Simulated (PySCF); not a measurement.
SeF, doublet (excess alpha electrons: πx +1). r2SCAN/def2-TZVPP with PySCF, UKS. One reference determinant with the occupation held, the lowest that a PBE0 search over spins and occupations found; no spin-orbit coupling. Zero is the separated fragments in their ground configurations, without counterpoise. 2 further points of the run are not drawn. Horizontal lines: vibrational levels from ωe and ωexe, starting at v = 0. The dipole is positive if the first atom is negative.

What bond curve does the calculation give?

Answer. re = 1.746 Å, ωe = 691 cm⁻¹, ωexe = 3.1 cm⁻¹, De = 3.52 eV.
```csv
r (Å),E (eV)
1.499,−2.19
1.569,−2.93
1.638,−3.33
1.691,−3.48
1.743,−3.52
1.795,−3.49
1.865,−3.37
1.952,−3.12
2.057,−2.75
2.196,−2.20
```

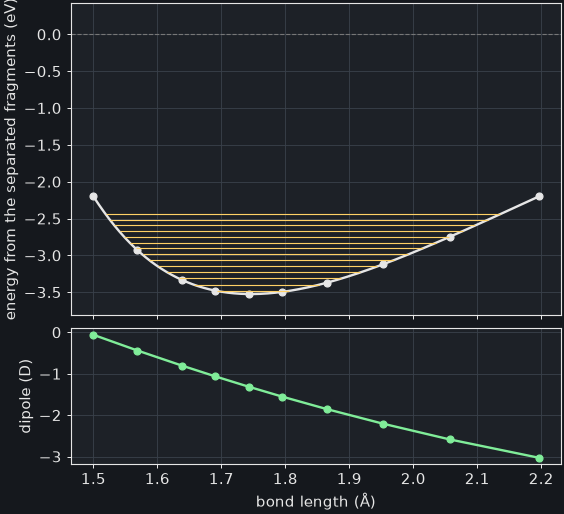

Caveats: lowest determinant of a PBE0 search, another state may lie lower; no scalar relativity; spin-orbit coupling is left out; it can lower the fragment Se more than the molecule, and De with it.
